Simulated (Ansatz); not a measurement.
**A computed series for hypothetical P4_32_12 C: pressure series**

Base system: C (space group P4_32_12, No. 96; a = 3.8019 Å, c = 4.6811 Å; a hypothetical phase, not in the database extracts checked).

Cell and atoms are relaxed at each pressure.

Levels (all Ansatz, an electronic-structure program, PAW): PBE (420 eV, scalar-relativistic without spin-orbit coupling); PBEsol (420 eV, without spin-orbit coupling).

The base cell above is that of PBE; each level relaxes its own structures.

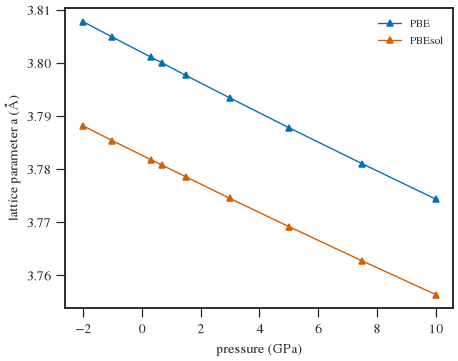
*Lattice parameter a under two levels*

How do the two levels compare along the series?

PBE lies above PBEsol in every row, by 0.018 Å to 0.020 Å. They put the cases in the same order.

Load acts through the strain it causes; cell and atoms are relaxed under it. Stability against distortions was not tested. Competing high-pressure phases were not computed.
